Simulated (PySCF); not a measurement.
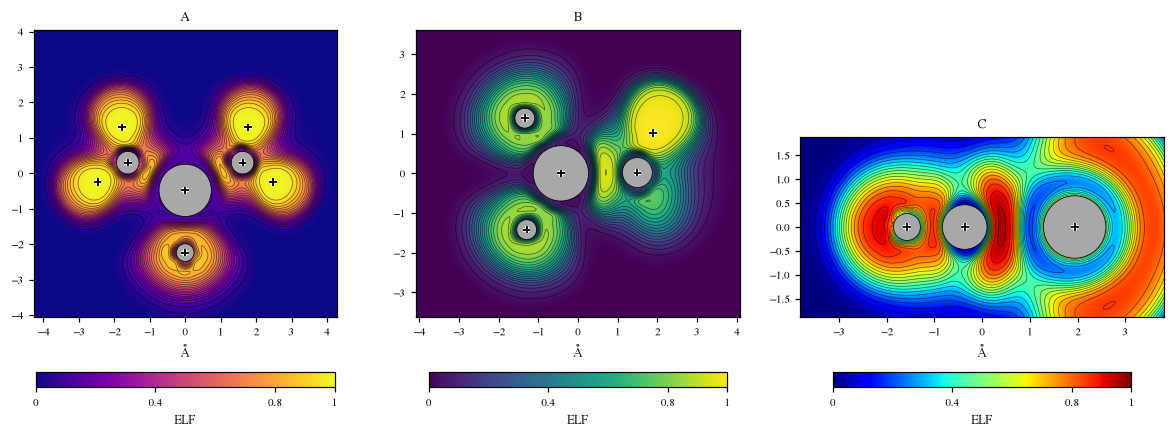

The ELF of 3 systems, each on a plane through atoms (crosses mark nuclei in the plane; grey discs cover the cores).

The calculation used Gaussian-basis quantum chemistry of an isolated molecule with PySCF, energy and nuclear gradient, functional PBE0 in PySCF 2.14.0.

System 1: CH$_{3}$AlF$_{2}$, the plane of atoms C1, Al2 and F3. Geometry: PBE0-D3(BJ)/def2-SVP.

```
atom    x (Å)    y (Å)    z (Å)
   C   0.7248   0.1370   0.3586
  Al  -0.8339   0.2119  -0.7699
   F  -1.5931   1.6366  -1.1507
   F  -1.4987  -1.1534  -1.4371
   H   0.6379  -0.6728   1.0998
   H   0.8944   1.0852   0.8898
   H   1.6206  -0.0764  -0.2477
```

System 2: FGaH$_{4}$N$_{2}$ (SMILES [NH2][Ga]([NH2])[F]), the molecular plane. Geometry: PBE0-D4/def2-SVP.

```xyz
8

F    -0.0425    0.6414    3.7526
Ga    0.5502    0.4697    2.1079
N     0.6077   -1.2113    1.4695
N     1.1120    1.9846    1.3165
H     0.1941   -1.9830    1.9761
H     0.8066   -1.4460    0.5067
H     0.9611    2.8893    1.7431
H     1.3561    2.0569    0.3383
```

System 3: BOSn (SMILES [O][B]=[Sn]) (doublet), a plane that holds the molecular axis. Geometry: PBE0-D4/def2-SVP; core potentials replace the inner electrons of Sn.

```xyz
3

B    -1.7115   -0.0701    2.4434
O    -2.7439    0.4189    2.8390
Sn    0.2546   -1.0030    1.6913
```

Match each panel to its system.

Answer. Panel A is system 2, FGaH$_{4}$N$_{2}$: the plane holds F, Ga, N and H. Ga–F (1.76 Å): the ELF peaks at about 0.80 in the valence shell of F, 0.5 Å from its nucleus, and is about 0.20 at the midpoint. Panel B is system 1, CH$_{3}$AlF$_{2}$: the plane holds C, Al, F and H. Al–F (1.66 Å): the ELF peaks at about 0.85 in the valence shell of F, 0.6 Å from its nucleus, and is about 0.35 at the midpoint. Panel C is system 3, BOSn: the plane holds B, O and Sn. B–O (1.21 Å): the ELF peaks at about 0.85 between the atoms, as expected for a polar covalent bond.
